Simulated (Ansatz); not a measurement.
## SiHCl3: geometry relaxation

- system: SiHCl3
- method: RKS PBE/def2-SVP (Ansatz 0.2.0)

The input holds or restrains some coordinates. Forces given for the steps count only the free coordinates. It belongs to a series of runs on one base structure; here: pulled along the bonds that form and break, towards end B. Figures and captions count atoms from 1; the log counts them from 0 in places.

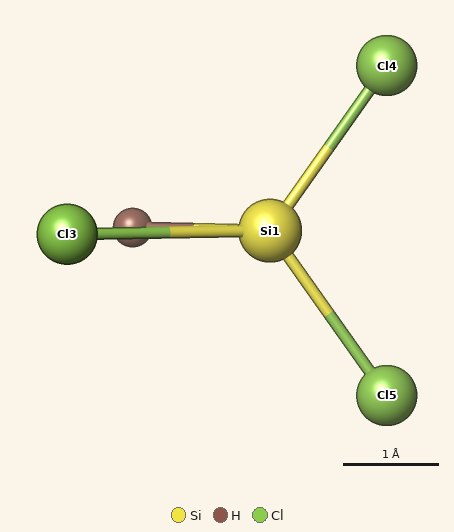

*The input geometry (ball-and-stick view, seen on its broad side; atoms are numbered from 1 in the order of the input).*

Input
```yaml
crystal:
  periodic: [false, false, false]
  atoms:
    - { symbol: Si, position_ang: [0.0, 0.0, 0.0] }
    - { symbol: H, position_ang: [0.6625, 0.0, 1.522] }
    - { symbol: Cl, position_ang: [2.2646, 0.0, 0.5484] }
    - { symbol: Cl, position_ang: [-1.0032, 1.7381, -0.7093] }
    - { symbol: Cl, position_ang: [-1.0032, -1.7381, -0.7093] }
basis:
  gaussian: { orbitals: def2-SVP }
hamiltonian:
  xc: pbe
relax:
  f_tol: 0.15
  max_steps: 25
  restrain:
    - { distance: [1, 2], at: 1.37, k: 30.0 }
    - { distance: [0, 1], at: 2.66, k: 30.0 }
    - { distance: [0, 2], at: 3.33, k: 30.0 }
output:
  orbitals: {}
```

Command:
```bash
ansatz run input.yaml --threads 1 --pin off --max-ram 2048MiB --backend cpu --events-out ev --progress --plain --runs-dir out
```

Output
```
The last accepted step is kept in [file] (removed where the run ends without a failure and the disk answers)
Engine: ansatz 0.2.0, x86_64-unknown-linux-gnu
Functional definition: PBE
  parameter kappa = 0.804
  parameter beta = 0.06672455060314922
  exchange = pbe_x(kappa = kappa, mu = beta*pi^2/3)
  correlation = pbe_c(beta = beta)
839 factors; their error is unknown
mean field evaluation 1: about -45428.3207 eV, gradient 1.8e1 eV
mean field evaluation 2: about -45423.2046 eV, gradient 4.4e1 eV
mean field evaluation 4: about -45429.3619 eV, gradient 2.7e0 eV
mean field evaluation 8: about -45429.3209 eV, gradient 9.0e-2 eV
mean field evaluation 16: about -45429.3210 eV, gradient 2.7e-5 eV
mean field -45429.32097111 eV, -1669.4967525887 hartree, gradient 9.9e-6 eV, S^2 0.000000; 0 other end points of the search recorded, 0 dependent functions left out
the calculation of the forces begins
reference -45429.32099779 eV, -1669.4967535691 hartree; 33, 33 occupied and 44, 44 virtual orbitals, 839 factors
relax step   1: F+E_penalty+E_count = -45429.32097111 eV  Δ(F+E_penalty+E_count) = +0.000e0 eV  max|allowed force component| = 3.134e0 eV/Å  E_restraint = 33.82157035 eV  max|allowed force component, restraints' pulls added| = 4.079e1 eV/Å  Δτ_max = 0.0000 Å  (28 SCF iters, accepted)
  distance H 1 - Cl 2 = 1.8747 Å
  distance Si 0 - H 1 = 1.6599 Å
  distance Si 0 - Cl 2 = 2.3301 Å
these checks for a lower state are left out or cut short: starts, cluster_reference, orbital_swaps, neighbouring_geometries, increment
839 factors; their error is unknown
mean field -45428.28960916 eV, -1669.4588507359 hartree, gradient 2.7e-5 eV, S^2 0.000000; 0 other end points of the search recorded, 0 dependent functions left out
the calculation of the forces begins
reference -45428.28963616 eV, -1669.4588517283 hartree; 33, 33 occupied and 44, 44 virtual orbitals, 839 factors
relax step   2: F+E_penalty+E_count = -45428.28960916 eV  Δ(F+E_penalty+E_count) = +1.031e0 eV  max|allowed force component| = 4.794e0 eV/Å  E_restraint = 19.43597671 eV  max|allowed force component, restraints' pulls added| = 3.040e1 eV/Å  Δτ_max = 0.1950 Å  (35 SCF iters, accepted)
  distance H 1 - Cl 2 = 1.8305 Å
  distance Si 0 - H 1 = 1.9359 Å
  distance Si 0 - Cl 2 = 2.5821 Å
these checks for a lower state are left out or cut short: starts, cluster_reference, orbital_swaps, neighbouring_geometries, increment
839 factors; their error is unknown
mean field evaluation 32: about -45427.5704 eV, gradient 5.5e-4 eV
mean field -45427.57042153 eV, -1669.4324210780 hartree, gradient 2.4e-5 eV, S^2 0.000000; 0 other end points of the search recorded, 0 dependent functions left out
the calculation of the forces begins
reference -45427.57044925 eV, -1669.4324220969 hartree; 33, 33 occupied and 44, 44 virtual orbitals, 839 factors
relax step   3: F+E_penalty+E_count = -45427.57042153 eV  Δ(F+E_penalty+E_count) = +7.192e-1 eV  max|allowed force component| = 4.701e0 eV/Å  E_restraint = 8.44385798 eV  max|allowed force component, restraints' pulls added| = 1.906e1 eV/Å  Δτ_max = 0.1949 Å  (34 SCF iters, accepted)
  distance H 1 - Cl 2 = 1.7171 Å
  distance Si 0 - H 1 = 2.2046 Å
  distance Si 0 - Cl 2 = 2.8452 Å
these checks for a lower state are left out or cut short: starts, cluster_reference, orbital_swaps, neighbouring_geometries, increment
839 factors; their error is unknown
mean field -45427.95175649 eV, -1669.4464348794 hartree, gradient 1.6e-5 eV, S^2 0.000000; 0 other end points of the search recorded, 0 dependent functions left out
the calculation of the forces begins
reference -45427.95178507 eV, -1669.4464359297 hartree; 33, 33 occupied and 44, 44 virtual orbitals, 839 factors
relax step   4: F+E_penalty+E_count = -45427.95175649 eV  Δ(F+E_penalty+E_count) = -3.813e-1 eV  max|allowed force component| = 3.960e0 eV/Å  E_restraint = 1.55983675 eV  max|allowed force component, restraints' pulls added| = 9.453e0 eV/Å  Δτ_max = 0.1950 Å  (35 SCF iters, accepted)
  distance H 1 - Cl 2 = 1.5148 Å
  distance Si 0 - H 1 = 2.4822 Å
  distance Si 0 - Cl 2 = 3.1033 Å
these checks for a lower state are left out or cut short: starts, cluster_reference, orbital_swaps, neighbouring_geometries, increment
839 factors; their error is unknown
mean field -45429.08928317 eV, -1669.4882382136 hartree, gradient 8.0e-6 eV, S^2 0.000000; 0 other end points of the search recorded, 0 dependent functions left out
the calculation of the forces begins
reference -45429.08931252 eV, -1669.4882392923 hartree; 33, 33 occupied and 44, 44 virtual orbitals, 839 factors
relax step   5: F+E_penalty+E_count = -45429.08928317 eV  Δ(F+E_penalty+E_count) = -1.138e0 eV  max|allowed force component| = 2.044e0 eV/Å  E_restraint = 0.03563984 eV  max|allowed force component, restraints' pulls added| = 1.856e0 eV/Å  Δτ_max = 0.1947 Å  (34 SCF iters, accepted)
  distance H 1 - Cl 2 = 1.3360 Å
  distance Si 0 - H 1 = 2.6689 Å
  distance Si 0 - Cl 2 = 3.2962 Å
these checks for a lower state are left out or cut short: starts, cluster_reference, orbital_swaps, neighbouring_geometries, increment
839 factors; their error is unknown
mean field -45429.58626331 eV, -1669.5065018969 hartree, gradient 7.1e-6 eV, S^2 0.000000; 0 other end points of the search recorded, 0 dependent functions left out
the calculation of the forces begins
reference -45429.58629254 eV, -1669.5065029714 hartree; 33, 33 occupied and 44, 44 virtual orbitals, 839 factors
relax step   6: F+E_penalty+E_count = -45429.58626331 eV  Δ(F+E_penalty+E_count) = -4.970e-1 eV  max|allowed force component| = 1.268e0 eV/Å  E_restraint = 0.00196409 eV  max|allowed force component, restraints' pulls added| = 1.105e0 eV/Å  Δτ_max = 0.1964 Å  (33 SCF iters, accepted)
  distance H 1 - Cl 2 = 1.3619 Å
  distance Si 0 - H 1 = 2.6588 Å
  distance Si 0 - Cl 2 = 3.3380 Å
these checks for a lower state are left out or cut short: starts, cluster_reference, orbital_swaps, neighbouring_geometries, increment
839 factors; their error is unknown
mean field evaluation 64: about -45429.8519 eV, gradient 4.3e-1 eV
mean field -45429.79000784 eV, -1669.5139893706 hartree, gradient 6.6e-6 eV, S^2 0.000000; 0 other end points of the search recorded, 0 dependent functions left out
the calculation of the forces begins
reference -45429.79003648 eV, -1669.5139904229 hartree; 33, 33 occupied and 44, 44 virtual orbitals, 839 factors
relax step   7: F+E_penalty+E_count = -45429.79000784 eV  Δ(F+E_penalty+E_count) = -2.037e-1 eV  max|allowed force component| = 8.758e-1 eV/Å  E_restraint = 0.02056112 eV  max|allowed force component, restraints' pulls added| = 5.710e-1 eV/Å  Δτ_max = 0.1958 Å  (33 SCF iters, accepted)
  distance H 1 - Cl 2 = 1.3402 Å
  distance Si 0 - H 1 = 2.6726 Å
  distance Si 0 - Cl 2 = 3.3480 Å
these checks for a lower state are left out or cut short: starts, cluster_reference, orbital_swaps, neighbouring_geometries, increment
839 factors; their error is unknown
mean field -45429.85351866 eV, -1669.5163233500 hartree, gradient 7.0e-6 eV, S^2 0.000000; 0 other end points of the search recorded, 0 dependent functions left out
the calculation of the forces begins
reference -45429.85354745 eV, -1669.5163244082 hartree; 33, 33 occupied and 44, 44 virtual orbitals, 839 factors
relax step   8: F+E_penalty+E_count = -45429.85351866 eV  Δ(F+E_penalty+E_count) = -6.351e-2 eV  max|allowed force component| = 7.805e-1 eV/Å  E_restraint = 0.01582375 eV  max|allowed force component, restraints' pulls added| = 1.171e-1 eV/Å  Δτ_max = 0.1046 Å  (32 SCF iters, accepted)
  distance H 1 - Cl 2 = 1.3384 Å
  distance Si 0 - H 1 = 2.6633 Å
  distance Si 0 - Cl 2 = 3.3367 Å
839 factors; their error is unknown
mean field evaluation 96: about -45429.8535 eV, gradient 6.7e-6 eV
```

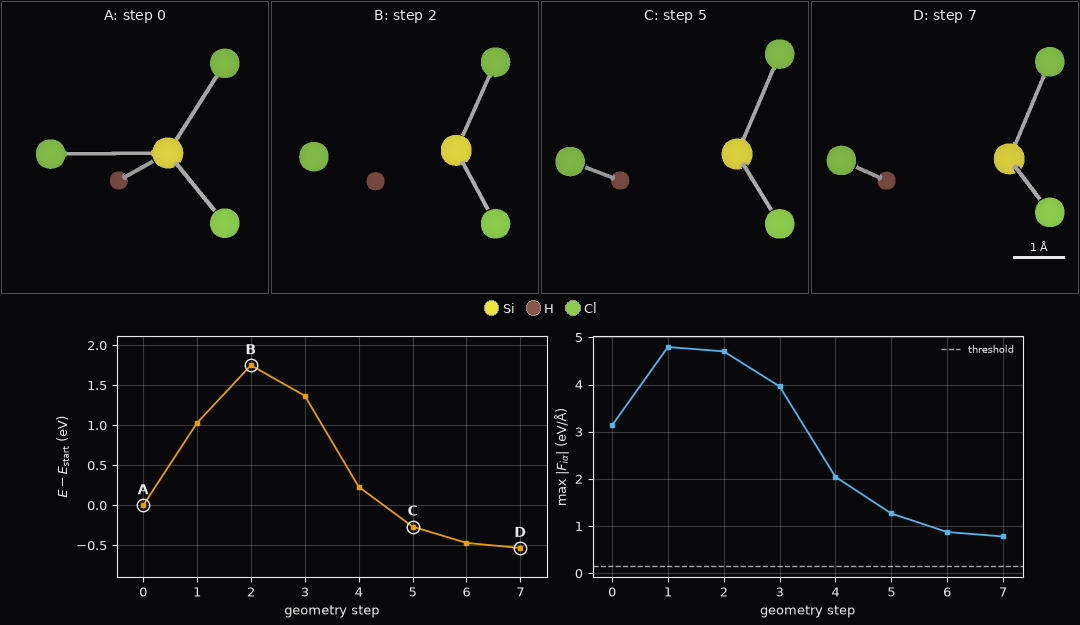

*Frames of the restrained relaxation (ball-and-stick view, seen at a tilt) above the curves, on which the letters mark them (the first geometry is step 0 here and step 1 in the log).*

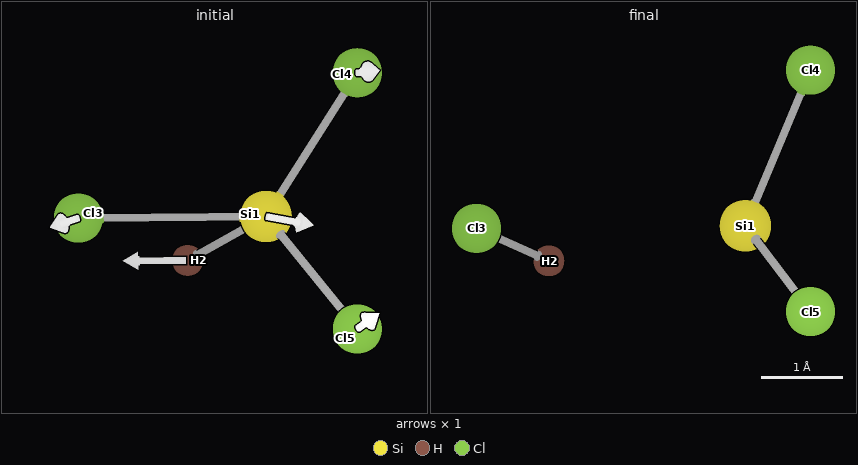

*Before (left) and after (right) the restrained relaxation, at one scale (ball-and-stick view, seen at a tilt). The white arrows give the displacements, at true length.*

After 7 geometry steps the energy has fallen by 0.533 eV. Largest force component: 3.1 eV/Å at the start, 0.78 eV/Å at the end. H2 moves most after the best rigid fit: 0.84 Å. Largest moves by element: H 0.84 Å, Si 0.69 Å, Cl 0.49 Å. Among the contacts that change: Si1–Cl3 2.330 → 3.337 Å, Si1–H2 1.660 → 2.663 Å, H2–Cl3 1.875 → 1.338 Å, Si1–Cl4 2.128 → 2.115 Å. New bonds form: H2–Cl3 (1.87 → 1.34 Å). Bonds break: Si1–Cl3 (2.33 → 3.34 Å), Si1–H2 (1.66 → 2.66 Å). Among the angles that change: Cl4–Si1–Cl5 109.5° → 101.5°. (Atoms are counted from 1 in the order of the input.)

```
mean field -45429.85351866 eV, -1669.5163233500 hartree, gradient 6.7e-6 eV, S^2 0.000000; 1 other end points of the search recorded, 0 dependent functions left out
the calculation of the forces begins
reference -45429.85354745 eV, -1669.5163244082 hartree; 33, 33 occupied and 44, 44 virtual orbitals, 839 factors
Total energy: -45429.85354745 eV, -1669.5163244082 hartree
Atom 0 at    -0.670793    -0.000000     0.130890 Å, force    -0.261779    -0.000000    -0.122484 eV/Å
Atom 1 at     1.455584     0.000000     1.734459 Å, force     0.780521    -0.000000    -0.534585 eV/Å
Atom 2 at     2.557473    -0.000000     0.974762 Å, force    -0.702123    -0.000000     0.511113 eV/Å
Atom 3 at    -1.210783     1.637863    -1.094155 Å, force     0.091691    -0.056245     0.072978 eV/Å
Atom 4 at    -1.210783    -1.637863    -1.094155 Å, force     0.091691     0.056245     0.072978 eV/Å
Dipole moment:    -0.025015     0.000000     0.317603 e Å
```

Trajectory as extended XYZ (Å, eV, eV/Å), 8 frames, from step=1 to step=8
```
5
Properties=species:S:1:pos:R:3:forces:R:3 step=1 energy=-45429.32097
Si    0.0000    0.0000    0.0000    0.3429   0.0000   3.1345
H     0.6625    0.0000    1.5220   -2.9054   0.0000  -0.8452
Cl    2.2646    0.0000    0.5484    0.9487   0.0000  -2.0757
Cl   -1.0032    1.7381   -0.7093    0.8069  -0.7809  -0.1068
Cl   -1.0032   -1.7381   -0.7093    0.8069   0.7809  -0.1068
5
Properties=species:S:1:pos:R:3:forces:R:3 step=2 energy=-45428.28961
Si   -0.1582    0.0000   -0.1139    1.5441   0.0000   4.7944
H     0.7698    0.0000    1.5850   -1.4406   0.0000  -1.9783
Cl    2.3199    0.0000    0.6114    0.3676   0.0000  -0.7360
Cl   -1.0054    1.7431   -0.7153   -0.2356   0.7036  -1.0400
Cl   -1.0054   -1.7431   -0.7153   -0.2356  -0.7036  -1.0400
5
Properties=species:S:1:pos:R:3:forces:R:3 step=3 energy=-45427.57042
Si   -0.3288    0.0000   -0.2080    2.4049   0.0000   4.7014
H     0.9109    0.0000    1.6150    1.0760   0.0000  -2.3123
Cl    2.3662    0.0000    0.7038   -0.6447   0.0000   1.2079
Cl   -1.0138    1.7581   -0.7294   -1.4181   2.6180  -1.7985
Cl   -1.0138   -1.7581   -0.7294   -1.4181  -2.6180  -1.7985
5
Properties=species:S:1:pos:R:3:forces:R:3 step=4 energy=-45427.95176
Si   -0.4936    0.0000   -0.2777    2.7377   0.0000   3.9596
H     1.1058    0.0000    1.6205    2.2985   0.0000  -1.9932
Cl    2.4024    0.0000    0.8374   -1.6525   0.0000   1.8168
Cl   -1.0469    1.8141   -0.7642   -1.6918   3.0623  -1.8916
Cl   -1.0469   -1.8141   -0.7642   -1.6918  -3.0623  -1.8916
5
Properties=species:S:1:pos:R:3:forces:R:3 step=5 energy=-45429.08928
Si   -0.5946    0.0000   -0.2503    1.1468   0.0000   2.0445
H     1.3003    0.0000    1.6292    0.7309   0.0000  -0.5343
Cl    2.4653    0.0000    0.9752   -0.4205   0.0000   0.5417
Cl   -1.1252    1.9220   -0.8511   -0.7286   0.5668  -1.0259
Cl   -1.1252   -1.9220   -0.8511   -0.7286  -0.5668  -1.0259
5
Properties=species:S:1:pos:R:3:forces:R:3 step=6 energy=-45429.58626
Si   -0.5773    0.0000   -0.0821   -0.2170   0.0000   0.2584
H     1.3928    0.0000    1.7035    1.2678   0.0000  -0.7818
Cl    2.5725    0.0000    1.0230   -1.0894   0.0000   0.7641
Cl   -1.2336    1.8464   -0.9963    0.0193  -0.7751  -0.1204
Cl   -1.2336   -1.8464   -0.9963    0.0193   0.7751  -0.1204
5
Properties=species:S:1:pos:R:3:forces:R:3 step=7 energy=-45429.79001
Si   -0.5944    0.0000    0.0595   -0.6730   0.0000  -0.6570
H     1.4738    0.0000    1.7522    0.8758   0.0000  -0.5431
Cl    2.6076    0.0000    1.0377   -0.7507   0.0000   0.5303
Cl   -1.2832    1.6870   -1.0988    0.2739  -0.5710   0.3349
Cl   -1.2832   -1.6870   -1.0988    0.2739   0.5710   0.3349
5
Properties=species:S:1:pos:R:3:forces:R:3 step=8 energy=-45429.85352
Si   -0.6708    0.0000    0.1309   -0.2618   0.0000  -0.1225
H     1.4556    0.0000    1.7345    0.7805   0.0000  -0.5346
Cl    2.5575    0.0000    0.9748   -0.7021   0.0000   0.5111
Cl   -1.2108    1.6379   -1.0942    0.0917  -0.0562   0.0730
Cl   -1.2108   -1.6379   -1.0942    0.0917   0.0562   0.0730
```

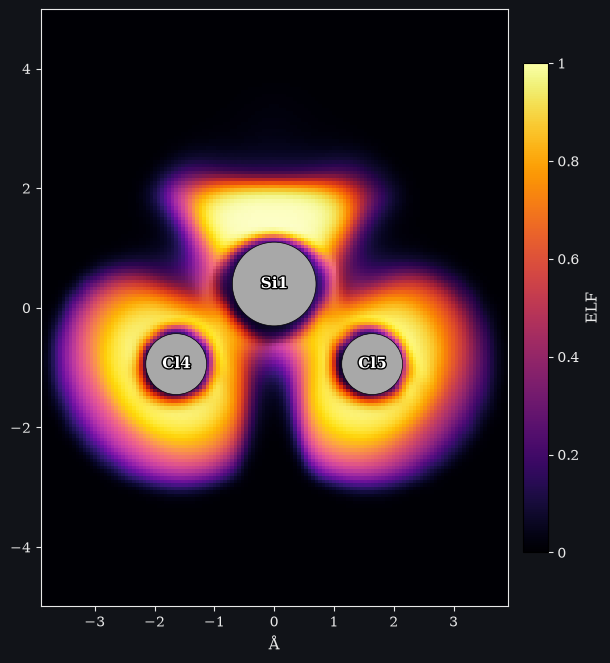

*Electron localisation function on the plane of atoms Cl4, Si1 and Cl5. Grey discs, where drawn, cover atomic cores.*

Atoms in the plane: Si and Cl.

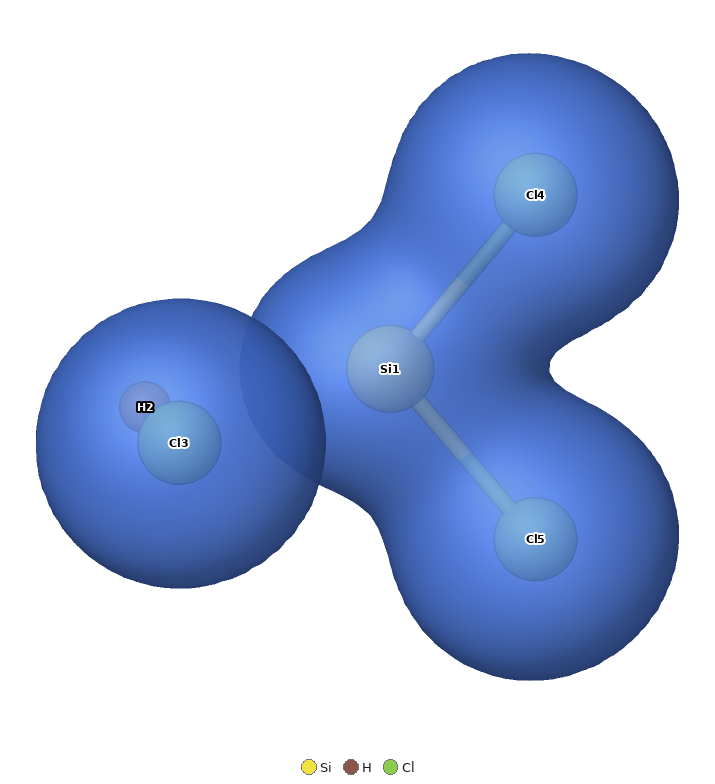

*Isosurface of the total electron density at 0.15 e/Å³ (blue), seen at a tilt.*

At this value the surface falls into two separate pieces. It is pinched off along the Si···H (2.66 Å) contacts. On the grid the lowest density along these lines, outside the cores, is 0.1 e/Å³ (Si···H, 2.66 Å), 0.58 e/Å³ (Si–Cl, 2.12 Å) and 1.5 e/Å³ (Cl–H, 1.34 Å).

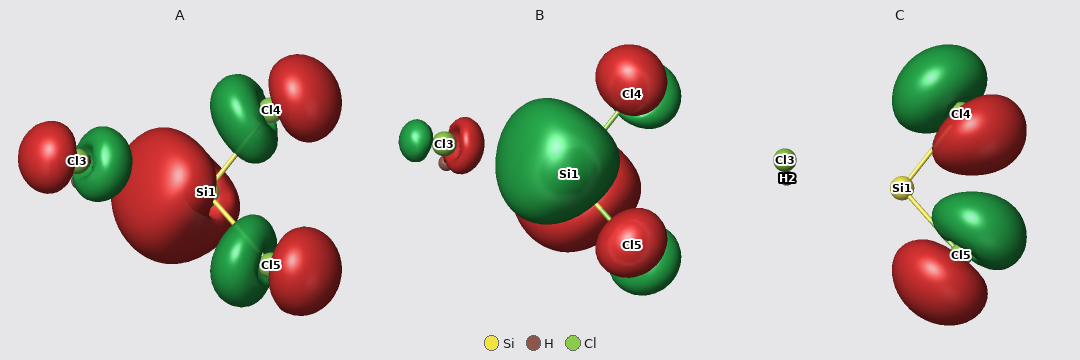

*Three frontier orbitals at ±0.1 Å⁻³ᐟ² (green and red are the two phases).*

C is the HOMO−1 (−7.58 eV). A is the HOMO (−6.54 eV). It lies mainly on Si1 (50 %), Cl4 (20 %), Cl5 (20 %) and Cl3 (10 %). B is the LUMO (−3.48 eV). By Hirshfeld shares it lies mainly on Si1 (70 %), Cl4 (10 %) and Cl5 (10 %). The HOMO–LUMO gap is 3.06 eV between the orbital energies.

Key numbers

```tsv
quantity	value
outcome	converged under the restraints of the input
total energy	−45429.8535 eV
mean-field energy	−45429.8535 eV
largest force (length of the vector) at the end, held atoms and coordinates included	0.946 eV/Å
hardware	1 thread of Intel Xeon @ 2.50GHz (Skylake/Cascade Lake), 32 GiB of memory available, shared host
wall time	29 s
peak memory	0.14 GiB
```
